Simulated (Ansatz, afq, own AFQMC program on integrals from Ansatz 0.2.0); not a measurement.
# BCl3 (singlet): quantum Monte Carlo beside coupled cluster at distance B1–Cl4 = 1.737 Å, cc-pVDZ

Aim: compute BCl3 (singlet) with auxiliary-field quantum Monte Carlo on the same integrals as coupled cluster, and set the energies side by side.

Program: Ansatz 0.2.0, Gaussian basis, and an in-house AFQMC program (afq) on its integrals; all values are calculated. Level of theory: cc-pVDZ, frozen cores. These are calculated values, not measurements.

Plan: PBE (unrestricted); CCSD(T) on RHF; r2SCAN (unrestricted); PBE0 (unrestricted); CCSDT(Q) on RHF; B3LYP (unrestricted); wB97M-V (unrestricted); B2PLYP (unrestricted); Phaseless AFQMC, CISD trial on RHF; Phaseless AFQMC, single-determinant trial on RHF; UHF.

## 1. What is computed

The geometry derives from a PBE0/def2-TZVP stationary point (not a proven minimum). One bond is set to the value named and the two fragments are kept rigid.

4 atoms, charge 0, spin multiplicity 1.

Atoms are counted from 1 here; the program's logs count them from 0.

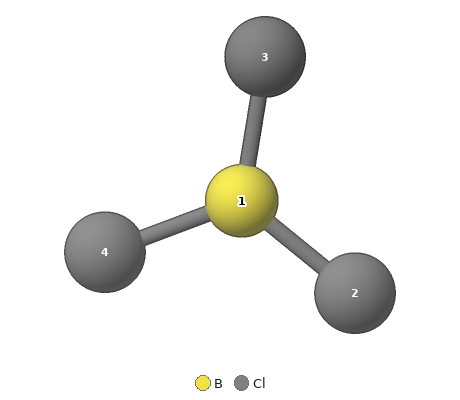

The structure; boron yellow, chlorine grey; atoms are numbered from 1 in the order of the file.

## 2. PBE (unrestricted)

in.yaml reads:

```yaml
crystal:
  periodic: [false, false, false]
  atoms:
    - {symbol: B, position_ang: [0.000000, 0.000000, 0.000000]}
    - {symbol: Cl, position_ang: [1.737304, 0.013098, -0.000100]}
    - {symbol: Cl, position_ang: [-0.879995, 1.497998, -0.002600]}
    - {symbol: Cl, position_ang: [-0.857309, -1.511096, 0.002700]}
basis:
  gaussian: {orbitals: cc-pVDZ}
magnetization: {spin_polarized: true, initial_magnetization: 0}
hamiltonian: {xc: {name: PBE}}
output: {orbitals: {seedname: orbitals}}
```

Command:

```bash
$ ansatz run in.yaml --threads 1 --pin off --events-out ev --progress --plain --max-ram 5632MiB --backend cpu
```

The program printed:

```text
Functional definition: PBE
  name "PBE"
  cite "Perdew, Burke & Ernzerhof, Phys. Rev. Lett. 77, 3865 (1996) doi:10.1103/PhysRevLett.77.3865"
  parent pbe
  parameter kappa = 0.804
  parameter beta = 0.06672455060314922
  exchange = pbe_x(kappa = kappa, mu = beta*pi^2/3)
  correlation = pbe_c(beta = beta)
715 factors; integrals over basis functions are off by at most 7.6e-4 eV
mean field evaluation 1: about -38230.8730 eV, gradient 1.1e1 eV
mean field evaluation 2: about -38230.3554 eV, gradient 1.5e1 eV
mean field evaluation 4: about -38231.5640 eV, gradient 1.5e-1 eV
mean field evaluation 8: about -38231.5635 eV, gradient 1.0e-3 eV
mean field -38231.56348644 eV, -1404.9840438420 hartree, gradient 4.8e-5 eV, S^2 0.000000; 0 other end points of the search recorded, 0 dependent functions left out
reference -38231.56351216 eV, -1404.9840447875 hartree; 28, 28 occupied and 40, 40 virtual orbitals, 715 factors
Total energy: -38231.56351216 eV, -1404.9840447875 hartree
```

It took 1.5 s on 1 thread of AMD EPYC 7R13 (Zen 3), shared host; peak memory 1.6 GiB.

From the report: ⟨S²⟩ of the determinant 0.000 (pure singlet: 0.00).

## 3. CCSD(T) on RHF

Changes to in.yaml since step 2:

```diff
@@ -9,4 +9,3 @@
   gaussian: {orbitals: cc-pVDZ}
-magnetization: {spin_polarized: true, initial_magnetization: 0}
-hamiltonian: {xc: {name: PBE}}
-output: {orbitals: {seedname: orbitals}}
+magnetization: {spin_polarized: false}
+correlation: {method: ccsd_t, electrons: outside_noble_gas, hamiltonian_folder: ham}
```

Command:

```bash
$ ansatz run in.yaml --threads 1 --pin off --events-out ev --progress --plain --max-ram 16896MiB --backend cuda --devices 0, --max-vram 18GiB
```

The program printed:

```text
Functional definition: HF
  name "HF"
  cite "Fock, Z. Phys. 61, 126 (1930) doi:10.1007/BF01340294"
  parent pbe
  exchange = exact_x
  correlation = 0
715 factors; integrals over basis functions are off by at most 7.6e-4 eV
mean field evaluation 1: about -38184.6100 eV, gradient 2.0e1 eV
mean field evaluation 2: about -38184.9378 eV, gradient 2.1e1 eV
mean field evaluation 4: about -38186.3726 eV, gradient 1.9e0 eV
mean field evaluation 8: about -38186.4080 eV, gradient 4.4e-2 eV
mean field evaluation 16: about -38185.5331 eV, gradient 1.2e1 eV
mean field -38186.40799063 eV, -1403.3246099788 hartree, gradient 6.1e-6 eV, S^2 0.000000; 0 other end points of the search recorded, 0 dependent functions left out
16 core orbitals not correlated: weight in the atoms' cores, before any rotation towards them, 1.000 or more for the frozen orbitals, at most 0.000 for the correlated occupied ones
reference -38186.40799063 eV, -1403.3246099788 hartree; 12, 12 occupied and 40, 40 virtual orbitals, 715 factors
second order -13.20861185 eV of doubles, -0.00000000 eV of singles
cycle   1  -13.82091922 eV  change   -6.1e-1 eV  update   7.9e-2
cycle   2  -14.07717041 eV  change   -2.6e-1 eV  update   2.1e-2
cycle   3  -14.13406376 eV  change   -5.7e-2 eV  update   1.2e-2
cycle   4  -14.12962710 eV  change    4.4e-3 eV  update   3.1e-3
cycle   5  -14.12852206 eV  change    1.1e-3 eV  update   9.0e-4
cycle   6  -14.12836402 eV  change    1.6e-4 eV  update   1.8e-4
cycle   7  -14.12836331 eV  change    7.1e-7 eV  update   4.6e-5
cycle   8  -14.12838376 eV  change   -2.0e-5 eV  update   9.8e-6
perturbative correction -0.37195832 eV, -0.0136692162 hartree
Total energy: -38200.90833272 eV, -1403.8574877217 hartree
```

It took 2.7 s on 1 × NVIDIA H100 80GB HBM3 with 1 thread of AMD EPYC 7R13 (Zen 3), shared host; peak host memory 1.6 GiB.

From the report: correlation -14.5003 eV; T1 0.012; largest double amplitude 0.03.

This run also writes the integrals to the folder ham.

## 4. r2SCAN (unrestricted)

Changes to in.yaml since step 3:

```diff
@@ -9,3 +9,3 @@
   gaussian: {orbitals: cc-pVDZ}
-magnetization: {spin_polarized: false}
-correlation: {method: ccsd_t, electrons: outside_noble_gas, hamiltonian_folder: ham}
+magnetization: {spin_polarized: true, initial_magnetization: 0}
+hamiltonian: {xc: {name: r2SCAN}}
```

Command:

```bash
$ ansatz run in.yaml --threads 1 --pin off --events-out ev --progress --plain --max-ram 5632MiB --backend cpu
```

The program printed:

```text
Functional definition: r2SCAN
  name "r2SCAN"
  cite "Furness, Kaplan, Ning, Perdew & Sun, J. Phys. Chem. Lett. 11, 8208 (2020) doi:10.1021/acs.jpclett.0c02405"
  cite "Furness, Kaplan, Ning, Perdew & Sun, J. Phys. Chem. Lett. 11, 9248 (2020) doi:10.1021/acs.jpclett.0c03077"
  parent r2scan
  parameter k0 = 0.174
  parameter k1 = 0.065
  parameter a1 = 4.9479
  exchange = r2scan_x(k0 = k0, k1 = k1, a1 = a1)
  correlation = r2scan_c
715 factors; integrals over basis functions are off by at most 7.6e-4 eV
mean field evaluation 1: about -38244.7731 eV, gradient 8.7e0 eV
mean field evaluation 2: about -38244.6882 eV, gradient 9.7e0 eV
mean field evaluation 4: about -38245.1998 eV, gradient 1.7e-1 eV
mean field evaluation 8: about -38245.1943 eV, gradient 2.3e-3 eV
mean field -38245.19430743 eV, -1405.4849672744 hartree, gradient 7.1e-5 eV, S^2 0.000000; 0 other end points of the search recorded, 0 dependent functions left out
reference -38245.19431411 eV, -1405.4849675196 hartree; 28, 28 occupied and 40, 40 virtual orbitals, 715 factors
Total energy: -38245.19431411 eV, -1405.4849675196 hartree
```

It took 3.5 s on 1 thread of AMD EPYC 7R13 (Zen 3), shared host; peak memory 1.6 GiB.

From the report: ⟨S²⟩ of the determinant 0.000 (pure singlet: 0.00).

## 5. PBE0 (unrestricted)

Changes to in.yaml since step 4:

```diff
@@ -10,2 +10,3 @@
 magnetization: {spin_polarized: true, initial_magnetization: 0}
-hamiltonian: {xc: {name: r2SCAN}}
+hamiltonian: {xc: {name: PBE0}}
+output: {orbitals: {seedname: orbitals}}
```

The command is unchanged.

The program printed:

```text
Functional definition: PBE0
  name "PBE0"
  cite "Adamo & Barone, J. Chem. Phys. 110, 6158 (1999) doi:10.1063/1.478522"
  cite "Perdew, Burke & Ernzerhof, Phys. Rev. Lett. 77, 3865 (1996) doi:10.1103/PhysRevLett.77.3865"
  parent pbe
  parameter a = 0.25
  parameter kappa = 0.804
  parameter beta = 0.06672455060314922
  exchange = (1 - a)*pbe_x(kappa = kappa, mu = beta*pi^2/3) + a*exact_x
  correlation = pbe_c(beta = beta)
715 factors; integrals over basis functions are off by at most 7.6e-4 eV
mean field evaluation 1: about -38234.4465 eV, gradient 6.9e0 eV
mean field evaluation 2: about -38234.6107 eV, gradient 4.6e0 eV
mean field evaluation 4: about -38234.7091 eV, gradient 4.3e-1 eV
mean field evaluation 8: about -38234.8441 eV, gradient 8.2e-3 eV
mean field -38234.84408116 eV, -1405.1046034745 hartree, gradient 5.9e-5 eV, S^2 0.000000; 0 other end points of the search recorded, 0 dependent functions left out
reference -38234.84410041 eV, -1405.1046041819 hartree; 28, 28 occupied and 40, 40 virtual orbitals, 715 factors
Total energy: -38234.84410041 eV, -1405.1046041819 hartree
```

It took 2.3 s on 1 thread of AMD EPYC 7R13 (Zen 3), shared host; peak memory 1.6 GiB.

From the report: ⟨S²⟩ of the determinant 0.000 (pure singlet: 0.00).

## 6. CCSDT(Q) on RHF

Changes to in.yaml since step 5:

```diff
@@ -9,4 +9,3 @@
   gaussian: {orbitals: cc-pVDZ}
-magnetization: {spin_polarized: true, initial_magnetization: 0}
-hamiltonian: {xc: {name: PBE0}}
-output: {orbitals: {seedname: orbitals}}
+magnetization: {spin_polarized: false}
+correlation: {method: ccsdt_q, electrons: outside_noble_gas}
```

Command:

```bash
$ ansatz run in.yaml --threads 1 --pin off --events-out ev --progress --plain --max-ram 16896MiB --backend cuda --devices 0, --max-vram 18GiB
```

The program printed:

```text
Functional definition: HF
  name "HF"
  cite "Fock, Z. Phys. 61, 126 (1930) doi:10.1007/BF01340294"
  parent pbe
  exchange = exact_x
  correlation = 0
1331 factors; integrals over basis functions are off by at most 1.3e-7 eV
mean field evaluation 1: about -38184.6100 eV, gradient 2.0e1 eV
mean field evaluation 2: about -38184.9380 eV, gradient 2.1e1 eV
mean field evaluation 4: about -38186.3727 eV, gradient 1.9e0 eV
mean field evaluation 8: about -38186.4082 eV, gradient 4.4e-2 eV
mean field evaluation 16: about -38185.5332 eV, gradient 1.2e1 eV
mean field -38186.40817789 eV, -1403.3246168604 hartree, gradient 6.1e-6 eV, S^2 0.000000; 0 other end points of the search recorded, 0 dependent functions left out
16 core orbitals not correlated: weight in the atoms' cores, before any rotation towards them, 1.000 or more for the frozen orbitals, at most 0.000 for the correlated occupied ones
reference -38186.40817789 eV, -1403.3246168604 hartree; 12, 12 occupied and 40, 40 virtual orbitals, 1331 factors
second order -13.20864974 eV of doubles, -0.00000000 eV of singles
cycle   1  -13.82094945 eV  change   -6.1e-1 eV  update   9.6e-2
cycle   2  -14.29411926 eV  change   -4.7e-1 eV  update   4.2e-2
cycle   3  -14.56137648 eV  change   -2.7e-1 eV  update   2.1e-2
cycle   4  -14.52375309 eV  change    3.8e-2 eV  update   6.3e-3
cycle   5  -14.51855072 eV  change    5.2e-3 eV  update   2.7e-3
cycle   6  -14.52033616 eV  change   -1.8e-3 eV  update   8.8e-4
cycle   7  -14.52061601 eV  change   -2.8e-4 eV  update   2.7e-4
cycle   8  -14.52057628 eV  change    4.0e-5 eV  update   6.9e-5
cycle   9  -14.52056346 eV  change    1.3e-5 eV  update   2.7e-5
cycle  10  -14.52056285 eV  change    6.1e-7 eV  update   8.2e-6
cycle  11  -14.52055600 eV  change    6.9e-6 eV  update   3.0e-6
cycle  12  -14.52055969 eV  change   -3.7e-6 eV  update   1.1e-6
cycle  13  -14.52055976 eV  change   -7.3e-8 eV  update   3.6e-7
perturbative correction -0.02897429 eV, -0.0010647857 hartree
Total energy: -38200.95771195 eV, -1403.8593023750 hartree
```

Run time: 6.5 s. Hardware: 1 × NVIDIA H100 80GB HBM3 with 1 thread of AMD EPYC 7R13 (Zen 3), shared host; peak host memory 1.6 GiB.

From the report: correlation -14.5495 eV; T1 0.012; largest double amplitude 0.04.

## 7. B3LYP (unrestricted)

Changes to in.yaml since step 6:

```diff
@@ -9,3 +9,3 @@
   gaussian: {orbitals: cc-pVDZ}
-magnetization: {spin_polarized: false}
-correlation: {method: ccsdt_q, electrons: outside_noble_gas}
+magnetization: {spin_polarized: true, initial_magnetization: 0}
+hamiltonian: {xc: {name: B3LYP}}
```

Command:

```bash
$ ansatz run in.yaml --threads 1 --pin off --events-out ev --progress --plain --max-ram 5632MiB --backend cpu
```

The program printed:

```text
Functional definition: B3LYP
  name "B3LYP"
  cite "Stephens, Devlin, Chabalowski & Frisch, J. Phys. Chem. 98, 11623 (1994) doi:10.1021/j100096a001"
  cite "Becke, Phys. Rev. A 38, 3098 (1988) doi:10.1103/PhysRevA.38.3098"
  cite "Lee, Yang & Parr, Phys. Rev. B 37, 785 (1988) doi:10.1103/PhysRevB.37.785"
  cite "Vosko, Wilk & Nusair, Can. J. Phys. 58, 1200 (1980) doi:10.1139/p80-159"
  parameter a0 = 0.2
  parameter ax = 0.72
  parameter ac = 0.81
  exchange = (1 - a0 - ax)*slater_x + ax*b88_x + a0*exact_x
  correlation = (1 - ac)*vwn_rpa_c + ac*lyp_c
715 factors; integrals over basis functions are off by at most 7.6e-4 eV
mean field evaluation 1: about -38248.6724 eV, gradient 8.0e0 eV
mean field evaluation 2: about -38248.8582 eV, gradient 5.9e0 eV
mean field evaluation 4: about -38249.0206 eV, gradient 3.2e-1 eV
mean field evaluation 8: about -38249.1271 eV, gradient 1.4e-3 eV
mean field -38249.12712930 eV, -1405.6294958121 hartree, gradient 7.3e-5 eV, S^2 0.000000; 0 other end points of the search recorded, 0 dependent functions left out
reference -38249.12733687 eV, -1405.6295034403 hartree; 28, 28 occupied and 40, 40 virtual orbitals, 715 factors
Total energy: -38249.12733687 eV, -1405.6295034403 hartree
```

It took 2.4 s on 1 thread of AMD EPYC 7R13 (Zen 3), shared host; peak memory 1.6 GiB.

From the report: ⟨S²⟩ of the determinant 0.000 (pure singlet: 0.00).

## 8. wB97M-V (unrestricted)

Changes to in.yaml since step 7:

```diff
@@ -10,2 +10,3 @@
 magnetization: {spin_polarized: true, initial_magnetization: 0}
-hamiltonian: {xc: {name: B3LYP}}
+hamiltonian: {xc: {name: wB97M-V}}
+output: {orbitals: {seedname: orbitals}}
```

Launched as before.

The program printed:

```text
Functional definition: wB97M-V
  name "wB97M-V"
  cite "Mardirossian & Head-Gordon, J. Chem. Phys. 144, 214110 (2016) doi:10.1063/1.4952647"
  cite "Becke, J. Chem. Phys. 107, 8554 (1997) doi:10.1063/1.475007"
  cite "Vydrov & Van Voorhis, J. Chem. Phys. 133, 244103 (2010) doi:10.1063/1.3521275"
  # Of w^i u^j: cxij and so on, Table III.
  parameter omega = 0.3/bohr
  parameter cx = 0.15
  parameter cx01 = 1.007
  parameter cx10 = 0.259
  parameter css00 = 0.443
  parameter css04 = -1.437
  parameter css10 = -4.535
  parameter css20 = -3.390
  parameter css43 = 4.278
  parameter cos00 = 1.000
  parameter cos10 = 1.358
  parameter cos20 = 2.924
  parameter cos21 = -8.812
  parameter cos60 = -1.390
  parameter cos61 = 9.142
  parameter b = 6.0
  parameter c = 0.01
  gx(w, u) = 1 - cx + cx01*u + cx10*w
  gss(w, u) = css00 + css04*u^4 + css10*w + css20*w^2 + css43*w^4*u^3
  gos(w, u) = cos00 + cos10*w + (cos20 + cos21*u)*w^2 + (cos60 + cos61*u)*w^6
  exchange = spin_sum(e_x_unif_sr(omega)*gx(b97_w, b97_u_x)) + cx*exact_x_sr(omega) + exact_x_lr(omega)
  correlation = spin_sum(e_c_pw_mod_same_spin*gss(b97_w, b97_u_same))
      + integral(e_c_pw_mod_opposite_spin*gos(b97_w_opposite, b97_u_opposite)) + vv10(b, c)
715 factors; integrals over basis functions are off by at most 7.6e-4 eV
165 factors; integrals over basis functions are off by at most 1.2e-5 eV
mean field evaluation 1: about -38245.0898 eV, gradient 1.2e1 eV
mean field evaluation 2: about -38245.4212 eV, gradient 1.1e1 eV
mean field evaluation 4: about -38246.0189 eV, gradient 2.8e-1 eV
mean field evaluation 8: about -38246.0990 eV, gradient 7.4e-3 eV
mean field -38246.09898505 eV, -1405.5182135635 hartree, gradient 1.7e-5 eV, S^2 0.000000; 0 other end points of the search recorded, 0 dependent functions left out
reference -38246.09901320 eV, -1405.5182145979 hartree; 28, 28 occupied and 40, 40 virtual orbitals, 715 factors
Total energy: -38246.09901320 eV, -1405.5182145979 hartree
```

Run time: 7.5 s. Hardware: 1 thread of AMD EPYC 7R13 (Zen 3), shared host; peak memory 1.7 GiB.

From the report: ⟨S²⟩ of the determinant 0.000 (pure singlet: 0.00).

(Part 1 of 2 ends here.)
